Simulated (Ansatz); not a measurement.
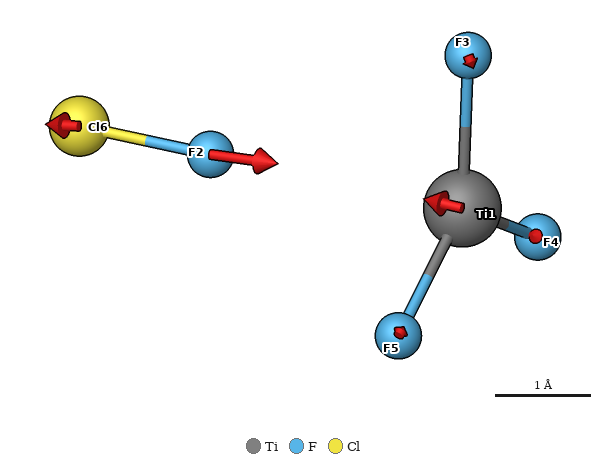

This is a relaxation of TiClF$_{4}$ (multiplicity 2). The starting structure is drawn; red arrows show the displacements, at their true length. The two geometries are superimposed by the best rigid fit.

A ball-and-stick model, seen at a tilt.

The run prepares an end point of a later path (reaction) calculation, from a guessed geometry.

Method: UKS BHLYP/def2-SVP in Ansatz.

The input:
```yaml
crystal:
  periodic: [false, false, false]
  atoms:
    - { symbol: Ti, position_ang: [0.000665, 0.0, -0.548303] }
    - { symbol: F, position_ang: [-0.00109, 0.0, 2.4769] }
    - { symbol: F, position_ang: [1.75989, 0.0, -0.616581] }
    - { symbol: F, position_ang: [-0.879059, 1.523498, -0.616422] }
    - { symbol: F, position_ang: [-0.879059, -1.523498, -0.616422] }
    - { symbol: Cl, position_ang: [0.000553, 0.0, 4.05263] }
magnetization:
  spin_polarized: true
  initial_magnetization: 1
basis:
  gaussian: { orbitals: def2-SVP }
hamiltonian:
  xc: { name: BHLYP }
relax:
  f_tol: 0.03
  max_steps: 50
```

Run as
```bash
ansatz run input.yaml --threads 4 --pin off --max-ram 5120MiB --backend cpu --events-out ev --progress --plain --runs-dir out
```

Question: What did the optimiser do to the structure, and how much energy did it gain?

Answer: The energy falls by 69.2 kcal/mol in 13 geometry steps. The largest force component goes from 2.5 to 0.0055 eV/Å. F2 moves most after the best rigid fit: 0.83 Å. Largest moves by element: F 0.83 Å, Ti 0.48 Å, Cl 0.42 Å. Among the contacts that change: Ti1–F2 3.025 → 1.724 Å, F2–Cl6 1.576 → 2.821 Å, Ti1–F3 1.761 → 1.717 Å. New bonds form, among them: Ti1–F2 (3.03 → 1.72 Å). Bonds break, among them: F2–Cl6 (1.58 → 2.82 Å). Bond angles that change, for instance: F3–Ti1–F4 119.9° → 109.5°.

Limits of the set-up: the start holds two separate molecules, 3.0 Å apart at their closest, whose relative position is a soft coordinate and is computed without a dispersion correction.
